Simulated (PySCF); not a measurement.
Bond stretch in IF, singlet.

- RKS-BLYP = restricted BLYP/def2-SVP, def2 effective core potentials past Kr in PySCF 2.14.0
- RKS-B3LYP = restricted B3LYP/def2-SVP, def2 effective core potentials past Kr in PySCF 2.14.0
- RKS-wB97X-V = restricted wB97X-V/def2-SVP, def2 effective core potentials past Kr run with PySCF

Magnitude of the dipole moment (D; its direction can reverse along the curve, and a method can change to another solution) and Mulliken charge of the fragment that holds I1:

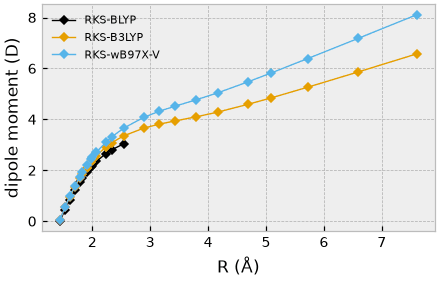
Figure: Dipole moment against bond length.

```csv
R / Å,μ RKS-BLYP,q RKS-BLYP,μ RKS-B3LYP,q RKS-B3LYP,μ RKS-wB97X-V,q RKS-wB97X-V
1.44,0.01,0.30,0.06,0.33,0.06,0.33
1.53,0.46,0.32,0.55,0.35,0.56,0.36
1.61,0.84,0.34,0.95,0.37,0.97,0.38
1.70,1.23,0.35,1.36,0.38,1.40,0.39
1.78,1.53,0.36,1.69,0.39,1.74,0.40
1.83,1.70,0.36,1.87,0.39,1.94,0.40
1.90,1.92,0.35,2.11,0.39,2.19,0.40
1.98,2.14,0.35,2.34,0.38,2.45,0.39
2.00,2.19,0.34,2.40,0.38,2.51,0.39
2.07,2.35,0.34,2.57,0.37,2.71,0.38
2.23,2.65,0.31,2.91,0.34,3.10,0.36
2.34,2.81,0.29,3.09,0.32,3.32,0.34
2.54,3.04,0.26,3.35,0.29,3.65,0.31
2.89,—,—,3.66,0.25,4.08,0.28
3.16,—,—,3.82,0.24,4.32,0.27
3.43,—,—,3.94,0.23,4.52,0.26
3.79,—,—,4.10,0.22,4.77,0.25
4.17,—,—,4.29,0.21,5.05,0.25
4.69,—,—,4.59,0.21,5.47,0.24
5.09,—,—,4.84,0.20,5.82,0.24
5.72,—,—,5.26,0.19,6.39,0.23
6.59,—,—,5.86,0.19,7.18,0.23
7.61,—,—,6.58,0.18,8.12,0.22
```

Dashes: no converged value, or the column stops at the first point that the program doubted or that broke a chosen test of continuity, which isn't proof of a fault.

The restricted form behind RKS-BLYP, RKS-B3LYP, RKS-wB97X-V keeps the bonding electrons paired and can't separate into open-shell fragments. At the longest distance RKS-B3LYP, RKS-wB97X-V leaves fractional charges on the fragments, a sign of delocalisation error or of the restricted form.
